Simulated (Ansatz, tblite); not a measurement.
# Sn(OtBu)2 (C8H18O2Sn): spin-state energies by level

Is the singlet the ground state of Sn(OtBu)2 (C8H18O2Sn)? Other spin states are computed and compared level by level.

The runs use Ansatz 0.2.0, Gaussian basis; as each input shows.

Levels to be run: triplet, at the geometry of the singlet (GFN1-xTB, GFN2-xTB, PBE0-D4/def2-TZVP, PBE-D4/def2-TZVP, r2SCAN-D4/def2-TZVP); the singlet's energies come from earlier runs.

2 further runs of the same task are left out: 2 set aside as unsound or not needed. Runs told in other sessions of the task aren't counted.

## 1. The structure

The singlet was relaxed beforehand with r2SCAN-D4/def2-SVP.

29 atoms, charge 0, spin multiplicity 1.

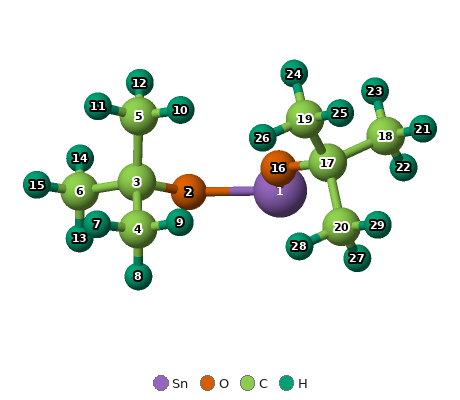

The structure; tin purple, oxygen orange, carbon green, hydrogen teal; atoms are numbered from 1 in the order of the file.

Coordinates:

```xyz
29
charge 0, multiplicity 1
Sn   -0.2072   -1.2339   -1.8444
O     1.7165   -0.9533   -1.4115
C     2.4342   -0.2838   -0.3740
C     2.0676    1.2033   -0.3763
C     2.0901   -0.9192    0.9764
C     3.9168   -0.4739   -0.6978
H     2.6477    1.7569    0.3799
H     2.2823    1.6411   -1.3646
H     0.9957    1.3220   -0.1564
H     1.0179   -0.7877    1.1878
H     2.6707   -0.4578    1.7919
H     2.3225   -1.9962    0.9541
H     4.1449   -0.0446   -1.6857
H     4.1619   -1.5469   -0.7270
H     4.5560    0.0141    0.0555
O    -0.9270   -0.2265   -0.2353
C    -2.2638    0.0956    0.1201
C    -3.2274   -1.0293   -0.2759
C    -2.2765    0.2870    1.6389
C    -2.6537    1.4001   -0.5841
H    -4.2562   -0.8143    0.0549
H    -3.2538   -1.1621   -1.3712
H    -2.9109   -1.9803    0.1833
H    -1.9716   -0.6458    2.1382
H    -3.2778    0.5697    2.0021
H    -1.5622    1.0751    1.9223
H    -2.6318    1.2642   -1.6784
H    -1.9393    2.1963   -0.3237
H    -3.6658    1.7303   -0.2991
```

Sn takes a core potential in the def2 sets. No spin-orbit coupling is included.

## 2. Triplet at the fixed geometry, GFN1-xTB

Tight binding, by tblite at 300 K electronic temperature and without a spin-polarisation term:

```python
tblite.interface.Calculator('GFN1-xTB', numbers, positions, charge=0, uhf=2).singlepoint()
```

Energy -1046.1734 eV; 0.034 s.

## 3. Triplet at the fixed geometry, GFN2-xTB

Tight binding, by tblite at 300 K electronic temperature and without a spin-polarisation term:

```python
tblite.interface.Calculator('GFN2-xTB', numbers, positions, charge=0, uhf=2).singlepoint()
```

Energy -992.6210 eV; 0.023 s.

## 4. Triplet at the fixed geometry, PBE0-D4/def2-TZVP

Input file in.yaml:

```yaml
crystal:
  periodic: [false, false, false]
  atoms:
    - {symbol: Sn, position_ang: [-0.207249, -1.233891, -1.844425]}
    - {symbol: O, position_ang: [1.716525, -0.953273, -1.411510]}
    - {symbol: C, position_ang: [2.434232, -0.283849, -0.374020]}
    - {symbol: C, position_ang: [2.067628, 1.203291, -0.376268]}
    - {symbol: C, position_ang: [2.090133, -0.919152, 0.976408]}
    - {symbol: C, position_ang: [3.916839, -0.473929, -0.697766]}
    - {symbol: H, position_ang: [2.647746, 1.756858, 0.379895]}
    - {symbol: H, position_ang: [2.282329, 1.641145, -1.364593]}
    - {symbol: H, position_ang: [0.995701, 1.321980, -0.156391]}
    - {symbol: H, position_ang: [1.017874, -0.787670, 1.187810]}
    - {symbol: H, position_ang: [2.670733, -0.457843, 1.791873]}
    - {symbol: H, position_ang: [2.322482, -1.996217, 0.954097]}
    - {symbol: H, position_ang: [4.144851, -0.044601, -1.685675]}
    - {symbol: H, position_ang: [4.161912, -1.546926, -0.726976]}
    - {symbol: H, position_ang: [4.556017, 0.014145, 0.055506]}
    - {symbol: O, position_ang: [-0.926973, -0.226527, -0.235276]}
    - {symbol: C, position_ang: [-2.263753, 0.095644, 0.120068]}
    - {symbol: C, position_ang: [-3.227435, -1.029277, -0.275878]}
    - {symbol: C, position_ang: [-2.276524, 0.287009, 1.638881]}
    - {symbol: C, position_ang: [-2.653707, 1.400118, -0.584052]}
    - {symbol: H, position_ang: [-4.256176, -0.814335, 0.054925]}
    - {symbol: H, position_ang: [-3.253799, -1.162089, -1.371224]}
    - {symbol: H, position_ang: [-2.910919, -1.980332, 0.183267]}
    - {symbol: H, position_ang: [-1.971554, -0.645835, 2.138166]}
    - {symbol: H, position_ang: [-3.277762, 0.569693, 2.002065]}
    - {symbol: H, position_ang: [-1.562229, 1.075129, 1.922321]}
    - {symbol: H, position_ang: [-2.631778, 1.264157, -1.678433]}
    - {symbol: H, position_ang: [-1.939300, 2.196298, -0.323652]}
    - {symbol: H, position_ang: [-3.665840, 1.730281, -0.299129]}
basis:
  gaussian: {orbitals: def2-TZVP, fitting: {mean_field: def2-universal-jkfit}}
magnetization: {spin_polarized: true, initial_magnetization: 2}
hamiltonian: {xc: pbe0, dispersion: d4}
scf: {omitted_lower_state_checks: [starts]}
output: {orbitals: {seedname: orbitals}}
```

On the command line:

```console
ansatz run in.yaml --threads 2 --pin off --events-out ev --progress --plain --max-ram 20480MiB --backend cuda --devices 0, --max-vram 18GiB
```

Output:

```text
Functional definition: PBE0
  name "PBE0"
  cite "Adamo & Barone, J. Chem. Phys. 110, 6158 (1999) doi:10.1063/1.478522"
  cite "Perdew, Burke & Ernzerhof, Phys. Rev. Lett. 77, 3865 (1996) doi:10.1103/PhysRevLett.77.3865"
  parent pbe
  parameter a = 0.25
  parameter kappa = 0.804
  parameter beta = 0.06672455060314922
  exchange = (1 - a)*pbe_x(kappa = kappa, mu = beta*pi^2/3) + a*exact_x
  correlation = pbe_c(beta = beta)
these checks for a lower state are left out or cut short: starts
1296 factors; integrals over basis functions are off by at most 8.7e-1 eV
mean field evaluation 1: about -18476.4864 eV, gradient 7.9e1 eV
mean field evaluation 2: about -18394.5076 eV, gradient 1.5e2 eV
mean field evaluation 4: about -18503.7928 eV, gradient 1.1e1 eV
mean field evaluation 8: about -18504.2720 eV, gradient 5.7e-1 eV
mean field evaluation 16: about -18504.2782 eV, gradient 4.1e-3 eV
mean field -18504.27819241 eV, -680.0196809208 hartree, gradient 2.9e-5 eV, S^2 2.008917; 0 other end points of the search recorded, 0 dependent functions left out
reference -18504.27824572 eV, -680.0196828800 hartree; 53, 51 occupied and 415, 417 virtual orbitals, 1296 factors
Total energy: -18505.01508803 eV, -680.0467613353 hartree
Checks for a lower state left out: starts
```

Wall time 4.2 s (1 × H100 (card shared with other runs) with 2 threads of AMD EPYC 7R13, shared host); peak host memory 1.1 GiB.

From the report: HOMO -3.98 eV, LUMO -5.00 eV (over both spins; with the spin held, an empty level of the minority spin lies below the top filled one); ⟨S²⟩ 2.009 (pure: 2.00).

## 5. Triplet at the fixed geometry, PBE-D4/def2-TZVP

start.molden holds the orbitals of an earlier run on this state, given as this run's starting guess.

Changes to in.yaml since step 4:

```diff
@@ -33,5 +33,5 @@
 basis:
-  gaussian: {orbitals: def2-TZVP, fitting: {mean_field: def2-universal-jkfit}}
+  gaussian: {orbitals: def2-TZVP, fitting: {mean_field: def2-universal-jkfit}, initial_orbitals: start.molden}
 magnetization: {spin_polarized: true, initial_magnetization: 2}
-hamiltonian: {xc: pbe0, dispersion: d4}
+hamiltonian: {xc: pbe, dispersion: d4}
 scf: {omitted_lower_state_checks: [starts]}
```

Launched as before.

Output:

```text
Functional definition: PBE
  name "PBE"
  cite "Perdew, Burke & Ernzerhof, Phys. Rev. Lett. 77, 3865 (1996) doi:10.1103/PhysRevLett.77.3865"
  parent pbe
  parameter kappa = 0.804
  parameter beta = 0.06672455060314922
  exchange = pbe_x(kappa = kappa, mu = beta*pi^2/3)
  correlation = pbe_c(beta = beta)
these checks for a lower state are left out or cut short: starts
1296 factors; integrals over basis functions are off by at most 8.7e-1 eV
mean field evaluation 1: about -18502.4590 eV, gradient 9.9e0 eV
mean field evaluation 2: about -18502.7536 eV, gradient 4.1e-1 eV
mean field evaluation 4: about -18502.7671 eV, gradient 8.9e-2 eV
mean field evaluation 8: about -18502.7672 eV, gradient 1.6e-5 eV
mean field -18502.76717239 eV, -679.9641519592 hartree, gradient 1.0e-5 eV, S^2 2.003060; 0 other end points of the search recorded, 0 dependent functions left out
reference -18502.76724497 eV, -679.9641546267 hartree; 53, 51 occupied and 415, 417 virtual orbitals, 1296 factors
Total energy: -18503.62008789 eV, -679.9954960258 hartree
Checks for a lower state left out: starts
```

Wall time 3.1 s (1 × H100 (card shared with other runs) with 2 threads of AMD EPYC 7R13, shared host); peak host memory 1.1 GiB.

Report: HOMO -2.84 eV, LUMO -5.64 eV (over both spins; with the spin held, an empty level of the minority spin lies below the top filled one); ⟨S²⟩ 2.003 (pure: 2.00).

## 6. Triplet at the fixed geometry, r2SCAN-D4/def2-TZVP

Changes to in.yaml since step 5:

```diff
@@ -35,3 +35,3 @@
 magnetization: {spin_polarized: true, initial_magnetization: 2}
-hamiltonian: {xc: pbe, dispersion: d4}
+hamiltonian: {xc: r2scan, dispersion: d4}
 scf: {omitted_lower_state_checks: [starts]}
```

Same command.

Output (excerpt; [...] marks lines left out):

```text
Functional definition: r2SCAN
  name "r2SCAN"
  cite "Furness, Kaplan, Ning, Perdew & Sun, J. Phys. Chem. Lett. 11, 8208 (2020) doi:10.1021/acs.jpclett.0c02405"
  cite "Furness, Kaplan, Ning, Perdew & Sun, J. Phys. Chem. Lett. 11, 9248 (2020) doi:10.1021/acs.jpclett.0c03077"
  parent r2scan
[...]
1296 factors; integrals over basis functions are off by at most 8.7e-1 eV
[...]
mean field -18514.28364733 eV, -680.3873746071 hartree, gradient 2.1e-5 eV, S^2 2.006980; 0 other end points of the search recorded, 0 dependent functions left out
reference -18514.28367359 eV, -680.3873755723 hartree; 53, 51 occupied and 415, 417 virtual orbitals, 1296 factors
Total energy: -18514.52446853 eV, -680.3962246231 hartree
Checks for a lower state left out: starts
```

Wall time 4.3 s (1 × H100 (card shared with other runs) with 2 threads of AMD EPYC 7R13, shared host); peak host memory 1.2 GiB.

From the report: HOMO -3.19 eV, LUMO -5.56 eV (over both spins; with the spin held, an empty level of the minority spin lies below the top filled one); ⟨S²⟩ 2.007 (pure: 2.00).

## 7. Triplet less singlet, vertical

The singlet's energies are those of its earlier runs, whose logs aren't repeated here.

```csv
level,"triplet less singlet, vertical (kJ/mol)",time
GFN1-xTB,+500.2,0.061 s
GFN2-xTB,+412.6,0.046 s
PBE-D4/def2-TZVP,+287.1,5.9 s
r2SCAN-D4/def2-TZVP,+280.9,8 s
PBE0-D4/def2-TZVP,+292.4,6.2 s
```

Times add the two runs; a level without a time comes out of a correlated run. Tight binding without a spin term can't rank spin states.

## 8. Results

```
                                                quantity                                          value
triplet less singlet, vertical, functionals in def2-TZVP  +280.9 (r2SCAN-D4) to +292.4 kJ/mol (PBE0-D4)
```

All functionals put the triplet above the singlet, over a spread of 11.5 kJ/mol. The checks for a lower triplet were left out, so another state of that spin may lie lower. These are electronic energies, without zero-point motion, entropy or surroundings.
